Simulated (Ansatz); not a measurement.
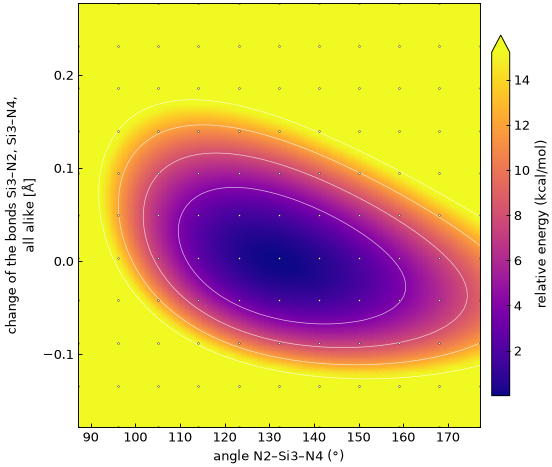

BH₄N₂Si, SMILES BN=[Si+]N, charge +1. First axis: angle N2–Si3–N4. Second axis: change of the bonds Si3–N2, Si3–N4, all alike. Nothing is relaxed (all other coordinates rigid). Grid: 11 × 11 points. Points are written as (first, second). Energies are in kcal/mol, from the relaxed molecule at the same level. These are results of RKS PBE0-D4/def2-SVP (Ansatz), not measurements.

In the figure: a smooth colour map with a few white contour lines, dots at the grid points, one colour for all values above the top of the scale. Between grid points the surface is interpolated.

Estimate the position of the minimum and the force constants in these coordinates.

The interpolated minimum is at angle N2–Si3–N4 ≈ 132.1°, the second coordinate ≈ 0.000 Å. The curvatures there are about 2.1 eV/rad² and 78 eV/Å², with a cross term of about 5.3 eV/(rad·Å). Round the minimum the valley is somewhat tilted: raising angle N2–Si3–N4 shifts the best value of the second coordinate downwards (coupling k₁₂/√(k₁₁k₂₂) about 0.4). (1 eV is 23.1 kcal/mol.)
